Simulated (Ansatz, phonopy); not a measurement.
# CeO2 (Fm-3m): a volume series of phonon spectra, part 3 of 4

Aim: how the vibrations of CeO2 shift with volume, and the expansion that follows.

Ansatz 0.2.0; DFT PBE, scalar-relativistic, plane waves, PAW.

So far, highest frequency (cm⁻¹): step 5 (lattice dynamics at this volume, V/V0 1) 557.

## Step 8: A cell at another volume, V/V0 0.985

Symmetry fixes every atom, so a single point at the scaled cell gives the energy and pressure of this member.

The cell differs from the one that the last finished run ended in (a 3.883 → 3.844 Å, b 3.883 → 3.844 Å, c 3.883 → 3.844 Å).

Contents of input.yaml:

```yaml
crystal:
  lattice:
    - [0.0, 2.7183952437, 2.7183952437]
    - [2.7183952437, 0.0, 2.7183952437]
    - [2.7183952437, 2.7183952437, 0.0]
  atoms:
    - { symbol: Ce, position: [0.0, 0.0, 0.0] }
    - { symbol: O, position: [0.25, 0.25, 0.25] }
    - { symbol: O, position: [0.75, 0.75, 0.75] }
kpoints:
  mp_grid: { grid: [12, 12, 12] }
hamiltonian:
  xc: pbe
scf:
  occupations: { method: fixed }
output:
  forces: true
  stress: true
  eigenvalues: true
  write_density: true
  write_potential: true
  elf: true
  volumetric_format: npy
```

Started as:

```
$ ansatz run input.yaml --threads 4 --pin off --max-ram 8192MiB --backend cpu --events-out ev --progress --plain --runs-dir out
```

Numbers of over 12 decimals in the logs are rounded to 6 here.

The program printed:

```text
[...]
Crystal: 3 atoms, lattice volume = 40.176 Å³
Basis set: ecut = 420 eV, 749 PW (Γ), exchange–correlation on 54×54×54 points (8 copies of the dense FFT grid, shifted against one another)
Bands: 16, of which v1, the nominal top of the filled ones, is band 12 counted from 1 (11 counted from 0)
Symmetry: 48 space group operations
[...]
k-points: 72 of 1728
[...]
--- Band table (eV; the first three rows and the last of 72) ---
  k-point 0: bands = [... 8 lower, 7.1734, 10.3794, 10.3794, 10.3794, 13.2325, 13.2325, 13.2325, 13.4722]
  k-point 1: bands = [... 8 lower, 7.3486, 10.3122, 10.3526, 10.3526, 13.2264, 13.2264, 13.2331, 13.4810]
  k-point 2: bands = [... 8 lower, 7.8250, 10.1530, 10.2861, 10.2861, 13.2054, 13.2054, 13.2348, 13.5038]
  k-point 71: bands = [... 8 lower, 9.9224, 9.9224, 10.2623, 10.3215, 12.9845, 13.1005, 13.1005, 13.3402]
[key lines of the parts left out:]
SCF converged after 8 iterations
Free energy (F): -7715.820989 eV
Fermi energy:    10.971791 eV
P = ⅓ Tr σ = 2.7199 GPa (27.199 kbar)
```

It took 1.1 s on 4 threads of Arm Neoverse V2, shared host; peak memory 0.42 GiB.

The run ends at a pressure of 2.72 GPa.

## Step 9: Lattice dynamics at this volume, V/V0 0.985

Phonons at this volume give one point of F(V, T); meshes stay fixed along the series.

input.yaml, the sections that differ from step 8:

```yaml
output:
  eigenvalues: true
phonons:
  method: dfpt
  dielectric: true
  rigid_motions: translations
  qmesh: [4, 4, 4]
  temperatures: { t_max: 1000, t_step: 50 }
  qpath:
    path:
      - [[0.0, 0.0, 0.0], [0.5, 0.0, 0.5], [0.625, 0.25, 0.625]]
      - [[0.375, 0.375, 0.75], [0.0, 0.0, 0.0], [0.5, 0.5, 0.5], [0.5, 0.25, 0.75], [0.5, 0.0, 0.5]]
    npoints: 10
# crystal, kpoints, hamiltonian, scf: as in step 8
```

The program printed:

```text
[...]
Crystal: 3 atoms, lattice volume = 40.176 Å³
Basis set: ecut = 420 eV, 749 PW (Γ), exchange–correlation on 54×54×54 points (8 copies of the dense FFT grid, shifted against one another)
Bands: 16, of which v1, the nominal top of the filled ones, is band 12 counted from 1 (11 counted from 0)
Symmetry: 48 space group operations
[...]
ω (cm⁻¹)  modes    IR ((D/Å)²/amu)
[...]
520.76      1            29.4180
  optical modes at Γ + LO–TO along q̂ = [0.0000, 0.0000, 1.0000]:
      ω (cm⁻¹)  modes    IR ((D/Å)²/amu)
        266.00      2            58.8359
        427.44      3             0.0000
        520.76      1            29.4180
--- Phonons (arbitrary-q DFPT): 8 irreducible q on the 4×4×4 mesh ---
[...]
interpolated dispersion: 63 rows × 9 modes
[...]
[key lines of the parts left out:]
SCF converged after 10 iterations
Free energy (F): -7715.820989 eV
Fermi energy:    10.971796 eV
```

Elapsed: 5.5 min, on 4 threads; peak memory 3.1 GiB.

LO-TO term included. Phonon branches along the path, in cm⁻¹:

| point | branch 1 | branch 2 | branch 3 | branch 4 | branch 5 | branch 6 | branch 7 | branch 8 | branch 9 |
| --- | --- | --- | --- | --- | --- | --- | --- | --- | --- |
| Γ | 0 | 0 | 0 | 266 | 266 | 427 | 427 | 427 | 521 |
| X | 129 | 129 | 162 | 218 | 218 | 252 | 434 | 434 | 567 |
| U | 124 | 164 | 177 | 206 | 263 | 271 | 412 | 439 | 553 |
| jump to K | 124 | 164 | 177 | 206 | 263 | 271 | 412 | 439 | 553 |
| Γ | 0 | 0 | 0 | 266 | 266 | 427 | 427 | 427 | 521 |
| L | 113 | 113 | 204 | 332 | 332 | 363 | 363 | 394 | 498 |
| W | 129 | 187 | 191 | 191 | 195 | 353 | 353 | 459 | 550 |
| X | 129 | 129 | 162 | 218 | 218 | 252 | 434 | 434 | 567 |

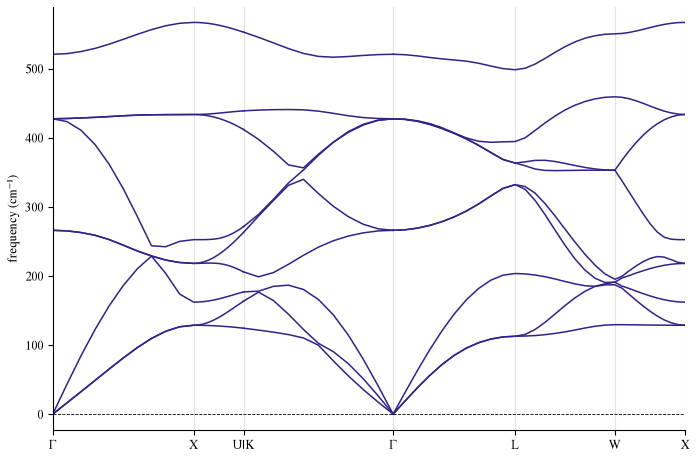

Phonon branches along the path.

No mode is imaginary beyond numerical noise at the solved wavevectors. The highest zone-centre mode (no LO–TO term) moved by +2.3 % for a volume change of -1.5 %.

## Step 10: Single point at a scaled cell, V/V0 1.03

Symmetry fixes every atom, so a single point at the scaled cell gives the energy and pressure of this member.

The cell differs from the one that the last finished run ended in (a 3.844 → 3.902 Å, b 3.844 → 3.902 Å, c 3.844 → 3.902 Å).

input.yaml, the sections that differ from step 9:

```yaml
crystal:
  lattice:
    - [0.0, 2.7591772449, 2.7591772449]
    - [2.7591772449, 0.0, 2.7591772449]
    - [2.7591772449, 2.7591772449, 0.0]
  atoms:
    - { symbol: Ce, position: [0.0, 0.0, 0.0] }
    - { symbol: O, position: [0.25, 0.25, 0.25] }
    - { symbol: O, position: [0.75, 0.75, 0.75] }
output:
  forces: true
  stress: true
  eigenvalues: true
# kpoints, hamiltonian, scf: as in step 9
# phonons: removed
```

The program printed:

```text
[...]
Crystal: 3 atoms, lattice volume = 42.012 Å³
Basis set: ecut = 420 eV, 869 PW (Γ), exchange–correlation on 54×54×54 points (8 copies of the dense FFT grid, shifted against one another)
Bands: 16, of which v1, the nominal top of the filled ones, is band 12 counted from 1 (11 counted from 0)
Symmetry: 48 space group operations
[...]
k-points: 72 of 1728
[...]
--- Band table (eV; the first three rows and the last of 72) ---
  k-point 0: bands = [... 8 lower, 6.7168, 9.7384, 9.7384, 9.7384, 12.3580, 12.3580, 12.3580, 12.5647]
  k-point 1: bands = [... 8 lower, 6.8780, 9.6731, 9.7129, 9.7129, 12.3531, 12.3531, 12.3586, 12.5735]
  k-point 2: bands = [... 8 lower, 7.3138, 9.5137, 9.6475, 9.6475, 12.3353, 12.3353, 12.3601, 12.5971]
  k-point 71: bands = [... 8 lower, 9.2581, 9.2581, 9.6378, 9.7000, 12.1383, 12.2357, 12.2357, 12.4577]
[key lines of the parts left out:]
SCF converged after 7 iterations
Free energy (F): -7715.807278 eV
Fermi energy:    10.262256 eV
P = ⅓ Tr σ = -4.8102 GPa (-48.102 kbar)
```

Elapsed: 0.76 s, on 4 threads; peak memory 0.42 GiB; 2.5 s of CPU time.

The run ends at a pressure of -4.81 GPa.

## Step 11: Lattice dynamics at this volume, V/V0 1.03

The same q-mesh and k-mesh are kept at every volume, so that much of their error can cancel in the differences.

input.yaml, the sections that differ from step 10:

```yaml
output:
  eigenvalues: true
phonons:
  method: dfpt
  dielectric: true
  rigid_motions: translations
  qmesh: [4, 4, 4]
  temperatures: { t_max: 1000, t_step: 50 }
  qpath:
    path:
      - [[0.0, 0.0, 0.0], [0.5, 0.0, 0.5], [0.625, 0.25, 0.625]]
      - [[0.375, 0.375, 0.75], [0.0, 0.0, 0.0], [0.5, 0.5, 0.5], [0.5, 0.25, 0.75], [0.5, 0.0, 0.5]]
    npoints: 10
# crystal, kpoints, hamiltonian, scf: as in step 10
```

The program printed:

```text
[...]
Crystal: 3 atoms, lattice volume = 42.012 Å³
Basis set: ecut = 420 eV, 869 PW (Γ), exchange–correlation on 54×54×54 points (8 copies of the dense FFT grid, shifted against one another)
Bands: 16, of which v1, the nominal top of the filled ones, is band 12 counted from 1 (11 counted from 0)
Symmetry: 48 space group operations
[...]
ω (cm⁻¹)  modes    IR ((D/Å)²/amu)
[...]
487.47      1            29.1661
  optical modes at Γ + LO–TO along q̂ = [0.0000, 0.0000, 1.0000]:
      ω (cm⁻¹)  modes    IR ((D/Å)²/amu)
        230.31      2            58.3322
        398.92      3             0.0000
        487.47      1            29.1661
--- Phonons (arbitrary-q DFPT): 8 irreducible q on the 4×4×4 mesh ---
[...]
interpolated dispersion: 63 rows × 9 modes
[...]
[key lines of the parts left out:]
SCF converged after 9 iterations
Free energy (F): -7715.807278 eV
Fermi energy:    10.262295 eV
```

The job ended after 6.4 min (4 threads; peak memory 3.2 GiB; 25 min of CPU time).

No mode is imaginary beyond numerical noise at the solved wavevectors. The highest zone-centre mode (no LO–TO term) moved by -4.5 % for a volume change of +3.0 %.

## Step 12: A cell at another volume, V/V0 0.97

Symmetry fixes every atom, so a single point at the scaled cell gives the energy and pressure of this member.

input.yaml, the sections that differ from step 11:

```yaml
crystal:
  lattice:
    - [0.0, 2.7045256389, 2.7045256389]
    - [2.7045256389, 0.0, 2.7045256389]
    - [2.7045256389, 2.7045256389, 0.0]
  atoms:
    - { symbol: Ce, position: [0.0, 0.0, 0.0] }
    - { symbol: O, position: [0.25, 0.25, 0.25] }
    - { symbol: O, position: [0.75, 0.75, 0.75] }
output:
  forces: true
  stress: true
  eigenvalues: true
# kpoints, hamiltonian, scf: as in step 11
# phonons: removed
```

The program printed:

```text
[...]
Crystal: 3 atoms, lattice volume = 39.564 Å³
Basis set: ecut = 420 eV, 749 PW (Γ), exchange–correlation on 54×54×54 points (8 copies of the dense FFT grid, shifted against one another)
Bands: 16, of which v1, the nominal top of the filled ones, is band 12 counted from 1 (11 counted from 0)
Symmetry: 48 space group operations
[...]
k-points: 72 of 1728
[...]
--- Band table (eV; the first three rows and the last of 72) ---
  k-point 0: bands = [... 8 lower, 7.3334, 10.6049, 10.6049, 10.6049, 13.5430, 13.5430, 13.5430, 13.7948]
  k-point 1: bands = [... 8 lower, 7.5146, 10.5381, 10.5781, 10.5781, 13.5364, 13.5364, 13.5436, 13.8037]
  k-point 2: bands = [... 8 lower, 8.0060, 10.3787, 10.5115, 10.5115, 13.5142, 13.5142, 13.5454, 13.8261]
  k-point 71: bands = [... 8 lower, 10.1590, 10.1590, 10.4823, 10.5407, 13.2841, 13.4072, 13.4072, 13.6537]
[key lines of the parts left out:]
SCF converged after 8 iterations
Free energy (F): -7715.805106 eV
Fermi energy:    11.223847 eV
P = ⅓ Tr σ = 5.6715 GPa (56.715 kbar)
```

It took 0.82 s on 4 threads; peak memory 0.42 GiB; 2.8 s of CPU time.

The run ends at a pressure of 5.67 GPa.

## Step 13: Lattice dynamics at this volume, V/V0 0.97

Phonons at this volume give one point of F(V, T); meshes stay fixed along the series.

input.yaml, the sections that differ from step 12:

```yaml
output:
  eigenvalues: true
phonons:
  method: dfpt
  dielectric: true
  rigid_motions: translations
  qmesh: [4, 4, 4]
  temperatures: { t_max: 1000, t_step: 50 }
  qpath:
    path:
      - [[0.0, 0.0, 0.0], [0.5, 0.0, 0.5], [0.625, 0.25, 0.625]]
      - [[0.375, 0.375, 0.75], [0.0, 0.0, 0.0], [0.5, 0.5, 0.5], [0.5, 0.25, 0.75], [0.5, 0.0, 0.5]]
    npoints: 10
# crystal, kpoints, hamiltonian, scf: as in step 12
```

The program printed:

```text
[...]
Crystal: 3 atoms, lattice volume = 39.564 Å³
Basis set: ecut = 420 eV, 749 PW (Γ), exchange–correlation on 54×54×54 points (8 copies of the dense FFT grid, shifted against one another)
Bands: 16, of which v1, the nominal top of the filled ones, is band 12 counted from 1 (11 counted from 0)
Symmetry: 48 space group operations
[...]
ω (cm⁻¹)  modes    IR ((D/Å)²/amu)
[...]
532.35      1            29.5187
  optical modes at Γ + LO–TO along q̂ = [0.0000, 0.0000, 1.0000]:
      ω (cm⁻¹)  modes    IR ((D/Å)²/amu)
        278.11      2            59.0374
        437.41      3             0.0000
        532.35      1            29.5187
--- Phonons (arbitrary-q DFPT): 8 irreducible q on the 4×4×4 mesh ---
[...]
interpolated dispersion: 63 rows × 9 modes
[...]
[key lines of the parts left out:]
SCF converged after 9 iterations
Free energy (F): -7715.805106 eV
Fermi energy:    11.223851 eV
```

The job ended after 5.5 min (4 threads; peak memory 3 GiB).

LO-TO term included. The phonon branches at the labelled points (cm⁻¹):

| point | branch 1 | branch 2 | branch 3 | branch 4 | branch 5 | branch 6 | branch 7 | branch 8 | branch 9 |
| --- | --- | --- | --- | --- | --- | --- | --- | --- | --- |
| Γ | 0 | 0 | 0 | 278 | 278 | 437 | 437 | 437 | 532 |
| X | 134 | 134 | 176 | 230 | 230 | 258 | 443 | 443 | 577 |
| U | 129 | 170 | 190 | 216 | 274 | 279 | 422 | 448 | 563 |
| jump to K | 129 | 170 | 190 | 216 | 274 | 279 | 422 | 448 | 563 |
| Γ | 0 | 0 | 0 | 278 | 278 | 437 | 437 | 437 | 532 |
| L | 116 | 116 | 212 | 343 | 343 | 373 | 373 | 402 | 509 |
| W | 135 | 197 | 197 | 200 | 208 | 362 | 362 | 468 | 561 |
| X | 134 | 134 | 176 | 230 | 230 | 258 | 443 | 443 | 577 |

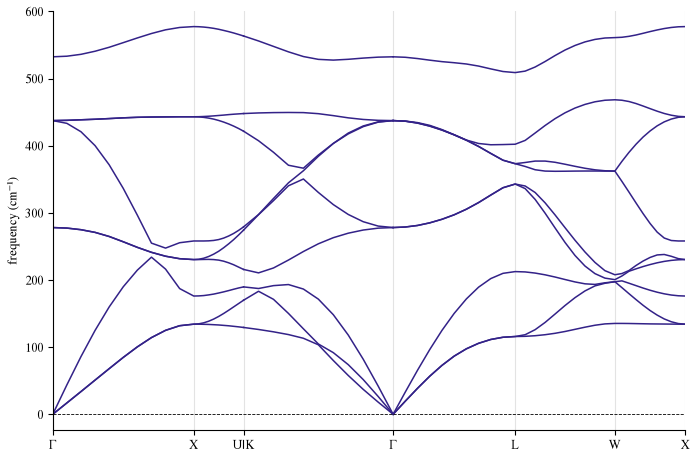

Phonon branches along the path.

No mode is imaginary beyond numerical noise at the solved wavevectors. The highest zone-centre mode (no LO–TO term) moved by +4.7 % for a volume change of -3.0 %.

## Step 14: Single point at a scaled cell, V/V0 1.05

Symmetry fixes every atom, so a single point at the scaled cell gives the energy and pressure of this member.

The cell differs from the one that the last finished run ended in (a 3.825 → 3.927 Å, b 3.825 → 3.927 Å, c 3.825 → 3.927 Å).

input.yaml, the sections that differ from step 13:

```yaml
crystal:
  lattice:
    - [0.0, 2.7769216377, 2.7769216377]
    - [2.7769216377, 0.0, 2.7769216377]
    - [2.7769216377, 2.7769216377, 0.0]
  atoms:
    - { symbol: Ce, position: [0.0, 0.0, 0.0] }
    - { symbol: O, position: [0.25, 0.25, 0.25] }
    - { symbol: O, position: [0.75, 0.75, 0.75] }
output:
  forces: true
  stress: true
  eigenvalues: true
# kpoints, hamiltonian, scf: as in step 13
# phonons: removed
```

The program printed:

```text
[...]
Crystal: 3 atoms, lattice volume = 42.827 Å³
Basis set: ecut = 420 eV, 869 PW (Γ), exchange–correlation on 54×54×54 points (8 copies of the dense FFT grid, shifted against one another)
Bands: 16, of which v1, the nominal top of the filled ones, is band 12 counted from 1 (11 counted from 0)
Symmetry: 48 space group operations
[...]
k-points: 72 of 1728
[...]
--- Band table (eV; the first three rows and the last of 72) ---
  k-point 0: bands = [... 8 lower, 6.5262, 9.4707, 9.4707, 9.4707, 11.9948, 11.9948, 11.9948, 12.1884]
  k-point 1: bands = [... 8 lower, 6.6808, 9.4056, 9.4455, 9.4455, 11.9902, 11.9902, 11.9953, 12.1972]
  k-point 2: bands = [... 8 lower, 7.1005, 9.2467, 9.3806, 9.3806, 11.9737, 11.9737, 11.9967, 12.2210]
  k-point 71: bands = [... 8 lower, 8.9822, 8.9822, 9.3753, 9.4390, 11.7858, 11.8762, 11.8762, 12.0911]
[key lines of the parts left out:]
SCF converged after 7 iterations
Free energy (F): -7715.775495 eV
Fermi energy:    9.967539 eV
P = ⅓ Tr σ = -7.6048 GPa (-76.048 kbar)
```

Run time: 0.79 s. Hardware: 4 threads; peak memory 0.42 GiB.

The run ends at a pressure of -7.60 GPa.

## Step 15: Lattice dynamics at this volume, V/V0 1.05

Phonons at this volume give one point of F(V, T); meshes stay fixed along the series.

input.yaml, the sections that differ from step 14:

```yaml
output:
  eigenvalues: true
phonons:
  method: dfpt
  dielectric: true
  rigid_motions: translations
  qmesh: [4, 4, 4]
  temperatures: { t_max: 1000, t_step: 50 }
  qpath:
    path:
      - [[0.0, 0.0, 0.0], [0.5, 0.0, 0.5], [0.625, 0.25, 0.625]]
      - [[0.375, 0.375, 0.75], [0.0, 0.0, 0.0], [0.5, 0.5, 0.5], [0.5, 0.25, 0.75], [0.5, 0.0, 0.5]]
    npoints: 10
# crystal, kpoints, hamiltonian, scf: as in step 14
```

The program printed:

```text
[...]
Crystal: 3 atoms, lattice volume = 42.827 Å³
Basis set: ecut = 420 eV, 869 PW (Γ), exchange–correlation on 54×54×54 points (8 copies of the dense FFT grid, shifted against one another)
Bands: 16, of which v1, the nominal top of the filled ones, is band 12 counted from 1 (11 counted from 0)
Symmetry: 48 space group operations
[...]
ω (cm⁻¹)  modes    IR ((D/Å)²/amu)
[...]
473.29      1            29.0616
  optical modes at Γ + LO–TO along q̂ = [0.0000, 0.0000, 1.0000]:
      ω (cm⁻¹)  modes    IR ((D/Å)²/amu)
        214.69      2            58.1232
        386.92      3             0.0000
        473.29      1            29.0616
--- Phonons (arbitrary-q DFPT): 8 irreducible q on the 4×4×4 mesh ---
[...]
interpolated dispersion: 63 rows × 9 modes
[...]
[key lines of the parts left out:]
SCF converged after 9 iterations
Free energy (F): -7715.775495 eV
Fermi energy:    9.967587 eV
```

It took 6.6 min on 4 threads; peak memory 3.2 GiB.

LO-TO term included. Phonon branches along the path, in cm⁻¹:

| point | branch 1 | branch 2 | branch 3 | branch 4 | branch 5 | branch 6 | branch 7 | branch 8 | branch 9 |
| --- | --- | --- | --- | --- | --- | --- | --- | --- | --- |
| Γ | 0 | 0 | 0 | 215 | 215 | 387 | 387 | 387 | 473 |
| X | 93 | 100 | 100 | 165 | 165 | 230 | 396 | 396 | 524 |
| U | 99 | 115 | 134 | 159 | 216 | 244 | 374 | 403 | 510 |
| jump to K | 99 | 115 | 134 | 159 | 216 | 244 | 374 | 403 | 510 |
| Γ | 0 | 0 | 0 | 215 | 215 | 387 | 387 | 387 | 473 |
| L | 96 | 96 | 163 | 290 | 290 | 323 | 323 | 365 | 456 |
| W | 101 | 126 | 139 | 161 | 161 | 317 | 317 | 423 | 507 |
| X | 93 | 100 | 100 | 165 | 165 | 230 | 396 | 396 | 524 |

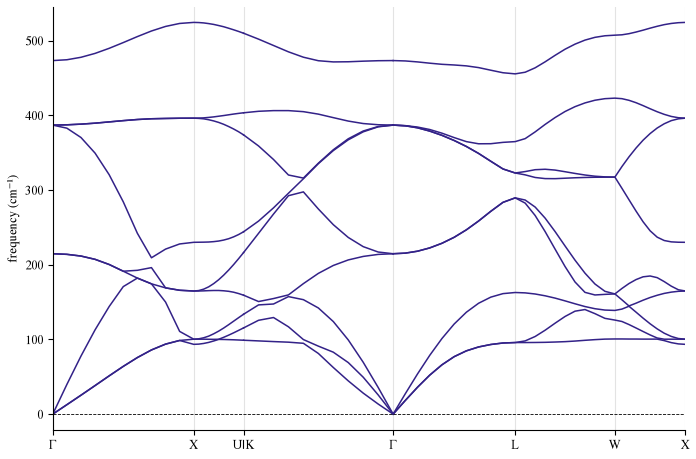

Phonon branches along the path.

No mode is imaginary beyond numerical noise at the solved wavevectors. The highest zone-centre mode (no LO–TO term) moved by -7.4 % for a volume change of +5.0 %.

## Step 16: Mode Grüneisen parameters

This step: DFT PBE, scalar-relativistic, plane waves, PAW (phonopy 4.10.0).

Numbers from this step:

- share of modes with a negative Grüneisen parameter: 0

Mean Grüneisen, by row:

| T (K) | heat-capacity-weighted mean | root mean square |
| --- | --- | --- |
| 50 | 2.677 | 2.777 |
| 100 | 2.7 | 2.816 |
| 200 | 2.475 | 2.621 |
| 300 | 2.385 | 2.54 |
| 500 | 2.329 | 2.488 |
| 800 | 2.308 | 2.468 |

Table of mean mode Grueneisen parameter by wavenumber:

| wavenumber (cm⁻¹) | mean mode Grueneisen parameter |
| --- | --- |
| 9 | - |
| 46 | 2.17 |
| 84 | 2.21 |
| 139 | 2.66 |
| 176 | 3.23 |
| 213 | 3.45 |
| 250 | 2.72 |
| 306 | 2.1 |
| 343 | 1.79 |
| 380 | 1.61 |
| 418 | 1.43 |
| 473 | - |
| 510 | 1.37 |
| 547 | 1.25 |

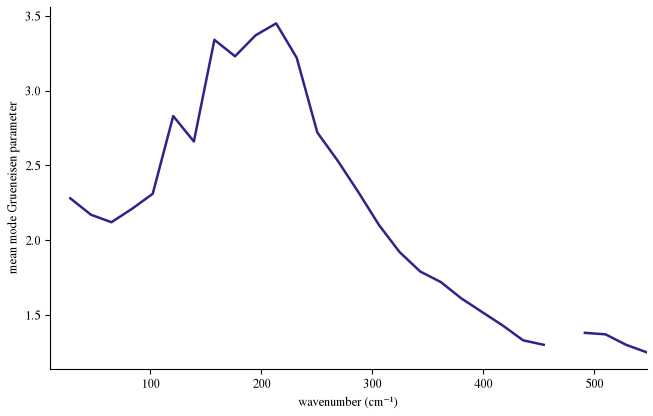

Mean mode Grueneisen parameter, plotted against wavenumber.

Volume series, by row:

| V/V0 | V (Å³/atom) | pressure (GPa) | E - E0 (meV/atom) | gap (eV) | zero-point energy (meV/atom) | lowest on the path (cm⁻¹) | highest at Gamma without the LO-TO term (cm⁻¹) |
| --- | --- | --- | --- | --- | --- | --- | --- |
| 0.97 | 13.19 | 5.672 | 7.003 | 1.989 | 55.91 | 0 | 437.4 |
| 0.985 | 13.39 | 2.72 | 1.708 | 1.944 | 54.3 | 0 | 427.4 |
| 1 | 13.6 | 0 | 0 | 1.899 | 52.71 | 0 | 417.7 |
| 1.015 | 13.8 | -2.503 | 1.608 | 1.855 | 51.13 | 0 | 408.2 |
| 1.03 | 14 | -4.81 | 6.279 | 1.813 | 49.57 | 0 | 398.9 |
| 1.05 | 14.28 | -7.605 | 16.87 | 1.757 | 47.49 | 0 | 386.9 |

[end of part 3 of 4]

[Logs are printed without paths, hosts, clocks, repeated set-up lines and the standing remarks that a program may print on its own settings, such as how far it seeks lower states.]

[Hosts, paths, dates, database ids (printed as entryN), source tags and the programs' standing remarks are cut or masked in the printed files.]

[A step with changed settings may run another functional than the one named; its input shows which.]

[Of the runs on displaced cells, only some may be shown.]
